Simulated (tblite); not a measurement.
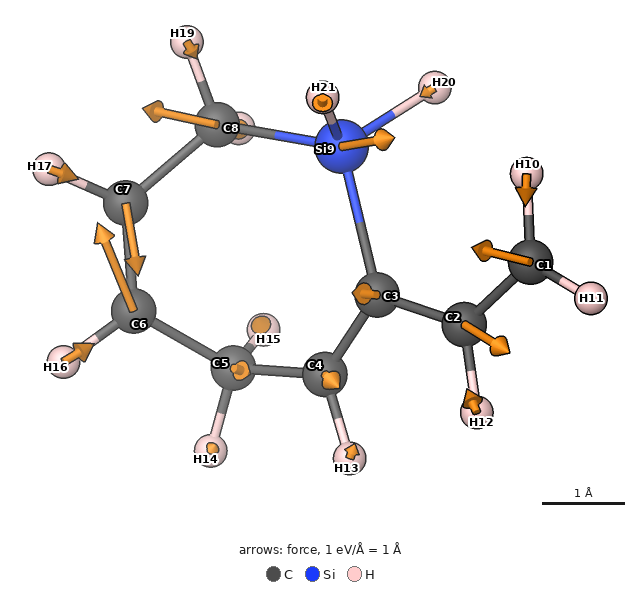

Starting geometry of C₈H₁₂Si with the computed forces as orange arrows. A ball-and-stick model, seen at a tilt.

Method: GFN2-xTB geometry optimisation, gas phase (tblite). 

Is this structure relaxed? If not, where do the atoms go?

Answer. It isn't relaxed: the largest force vector, on a C atom, is 1.24 eV/Å. The final displacements have little in common with the starting forces (cosine between the two patterns 0.20). After 48 geometry steps the energy has fallen by 0.153 eV. The largest moves after the best rigid fit, 0.21 Å, are those of H atoms. Largest moves by element: H 0.21 Å, C 0.09 Å, Si 0.03 Å. Some distances before and after: C–Si 1.876 → 1.909 Å, C–C 1.345 → 1.325 Å, C–H 1.096 → 1.080 Å, C–C 1.503 → 1.489 Å. Bond angles that change, for instance: C–C–Si 115.4° → 110.1°, C–C–C 130.5° → 125.9°, C–C–H 114.8° → 118.7°.
